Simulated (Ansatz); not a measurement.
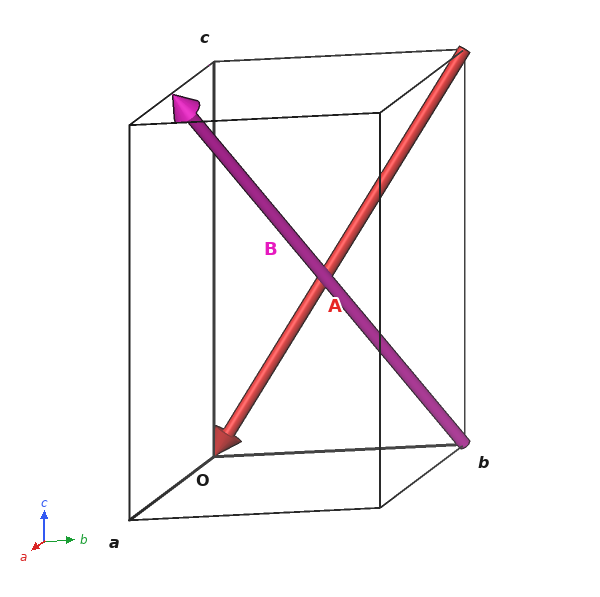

Each arrow starts at a corner of the unit cell and ends on its surface; where a tip isn't a corner, dashed lines run from it parallel to the axes. Crystal: Er, the input geometry of an electronic-structure calculation (not necessarily at equilibrium). Geometry calculated from the standardised cell; symmetry tolerance 0.002 Å.

a = 3.604 Å, b = 3.604 Å, c = 5.790 Å, α = 90.00°, β = 90.00°, γ = 120.00°.

Which lattice directions are drawn?

Arrow A runs from (0, 1, 1) to (0, 0, 0), so [0 −1 −1], in four indices [1 −2 1 −3]; Arrow B runs from (0, 1, 0) to (1/2, 0, 1), so [1 −2 2], in four indices [4 −5 1 6].

How long is the vector ua + vb + wc in each case, and what angles do the directions make?

A 6.820 Å; B 15.001 Å. A–B: 109.7°.
